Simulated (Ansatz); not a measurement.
**SVWN5/STO-3G run of SiSe (SMILES [Si][Se])**

Aim: the electronic atomisation energy of SiSe at SVWN5/STO-3G, from 3 runs. 

The calculation is run with Ansatz 0.2.0.

53 further runs of the same task are left out: 13 that didn't finish, 40 set aside as unsound or not needed.

## 1. The system as given

SiSe: 2 atoms, total charge 0, spin state singlet. As SMILES, `[Si][Se]`. The shape is that of a PBE0-D4/def2-TZVP optimisation.

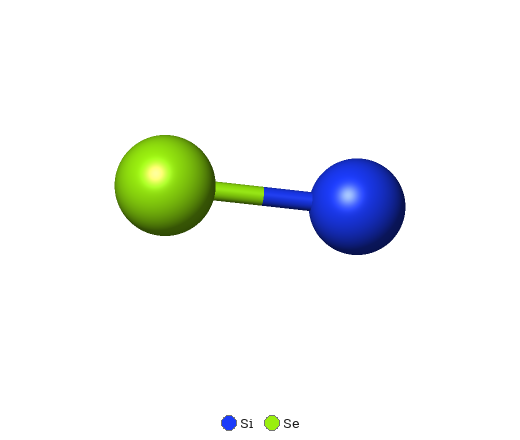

The structure, seen from a chosen angle (silicon blue, selenium green).

## 2. A single-point energy at SVWN5/STO-3G

The input, input.yaml:

```yaml
crystal:
  periodic: [false, false, false]
  atoms:
    - {symbol: Si, position_ang: [0.000000, 0.000000, 0.031440]}
    - {symbol: Se, position_ang: [-0.000000, -0.000000, 2.093090]}
basis:
  gaussian:
    orbitals: STO-3G
accuracy: high
magnetization:
  spin_polarized: false
  initial_magnetization: 0
hamiltonian:
  xc: {name: SVWN5}
```

The run is started by

```bash
$ ansatz run input.yaml --threads 1 --pin off --max-ram 3480MiB --events-out events.jsonl --progress --plain --runs-dir runs
```

What it wrote:

```text
Warning: RAYON_NUM_THREADS=1 ignored (pool sized by the plan → 1); use --threads N
Functional definition: SVWN5
  name "SVWN5"
  exchange = slater_x
  correlation = vwn5_c
372 factors; integrals over basis functions are off by at most 7.3e-9 eV
mean field evaluation 1: about -72275.0365 eV, gradient 2.6e1 eV
mean field evaluation 2: about -72215.6791 eV, gradient 9.8e1 eV
mean field evaluation 4: about -72278.8508 eV, gradient 5.8e0 eV
mean field evaluation 8: about -72278.9848 eV, gradient 6.9e-2 eV
mean field evaluation 16: about -72278.9848 eV, gradient 8.6e-7 eV
mean field -72278.98477903 eV, -2656.2036981739 hartree, gradient 1.2e-8 eV, S^2 0.000000; 0 other end points of the search recorded, 0 dependent functions left out
reference -72278.98478049 eV, -2656.2036982275 hartree; 24, 24 occupied and 3, 3 virtual orbitals, 372 factors
Total energy: -72278.98478049 eV, -2656.2036982275 hartree
```

It took 0.68 s on 1 thread of Arm Neoverse V1, shared host.

## 3. The Se atom at the same level

The input, in.yaml:

```yaml
crystal:
  periodic: [false, false, false]
  atoms:
    - {symbol: Se, position_ang: [0.000000, 0.000000, 0.000000]}
basis:
  gaussian:
    orbitals: STO-3G
magnetization:
  spin_polarized: true
  initial_magnetization: 2
hamiltonian:
  xc: {name: SVWN5}
accuracy: high
```

Run the same way, it converges to -2371.14291 Eh (log not shown).

## 4. The Si atom at the same level

The input, molecule.yaml:

```yaml
crystal:
  periodic: [false, false, false]
  atoms:
    - {symbol: Si, position_ang: [0.000000, 0.000000, 0.000000]}
basis:
  gaussian:
    orbitals: STO-3G
accuracy: high
magnetization:
  spin_polarized: true
  initial_magnetization: 2
hamiltonian:
  xc: {name: SVWN5}
```

Run the same way, it converges to -284.74034 Eh (log not shown).

## 5. Outcome

Level: SVWN5/STO-3G.

| quantity | value |
| --- | --- |
| molecule: total energy | -2656.20370 Eh |
| Se atom: total energy | -2371.14291 Eh |
| Se atom: ⟨S²⟩ | 2.000 |
| Si atom: total energy | -284.74034 Eh |
| Si atom: ⟨S²⟩ | 2.000 |
| electronic atomisation energy | 8.720 eV |

Taking the molecule apart into free atoms costs 8.72 eV (841 kJ/mol), before zero-point energy and without spin-orbit coupling. In a minimal basis such a difference can be off by several eV, whatever the method.
